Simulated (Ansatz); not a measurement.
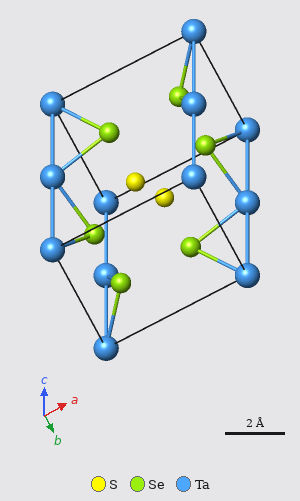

Starting frame of a dynamics run of a 10-atom cell of TaSe3S. The picture is a ball-and-stick view of the simulation cell, seen from a free direction. Bonds to atoms that aren't drawn are left out.

These are results of DFT, PAW plane waves, PBE in Ansatz 0.2.0, not measurements.

Input
```yaml
crystal:
  lattice:
    - [6.897152, 0.0, 0.0]
    - [-3.448576, 5.973109, 0.0]
    - [0.0, 0.0, 5.786918]
  atoms:
    - { symbol: S, position: [0.3333, 0.6667, 0.75] }
    - { symbol: S, position: [0.6666, 0.3333, 0.25] }
    - { symbol: Se, position: [0.1686, 0.3372, 0.25] }
    - { symbol: Se, position: [0.8314, 0.1686, 0.75] }
    - { symbol: Se, position: [0.6628, 0.8314, 0.25] }
    - { symbol: Se, position: [0.8314, 0.6628, 0.75] }
    - { symbol: Se, position: [0.1686, 0.8314, 0.25] }
    - { symbol: Se, position: [0.3372, 0.1686, 0.75] }
    - { symbol: Ta, position: [0.0, 0.0, 0.0] }
    - { symbol: Ta, position: [0.0, 0.0, 0.5] }
kpoints:
  mp_grid: { grid: [3, 3, 3] }
magnetization:
  spin_polarized: false
scf:
  occupations: { method: cold, width: 0.15 }
hamiltonian:
  pseudopotentials: { kind: paw }
  xc: pbe
basis:
  ecutwfc: 420
md:
  timestep: 1.0
  n_steps: 30
  ensemble: nvt_langevin
  temperature: 600.0
  initial_velocities: maxwell_boltzmann
  seed: 416230
```

Launched with:
```bash
ansatz run input.yaml --threads 2 --pin off --max-ram 2560MiB --backend cpu --events-out ev --progress --plain --runs-dir out
```

Q: What does the trajectory do?

A: The mean temperature in the second half is 539 K (standard deviation 24 K). The potential energy is still drifting at the end, so the run hasn't reached equilibrium. The potential energy in the second half lies on average 23.1 meV per atom below the first frame. Root-mean-square distances from the starting positions over the second half, with the common drift of all atoms taken out: S 0.20 Å, Se 0.08 Å, Ta 0.08 Å. The run lasts only 30 fs, too short to tell vibration from diffusion.

Along the run (each row but the first and the last is the mean over the interval that it begins):

| time (fs) | potential energy (meV/atom) | T (K) |
| --- | --- | --- |
| 0.0 | 0.0 | 540 |
| 5.0 | -2.6 | 662 |
| 10.0 | -8.1 | 596 |
| 15.0 | -14.3 | 547 |
| 20.0 | -21.9 | 544 |
| 25.0 | -30.6 | 532 |
| 30.0 | -35.8 | 507 |

The paths of the atoms, magnified 2 times:

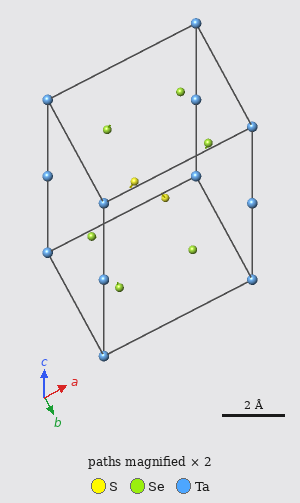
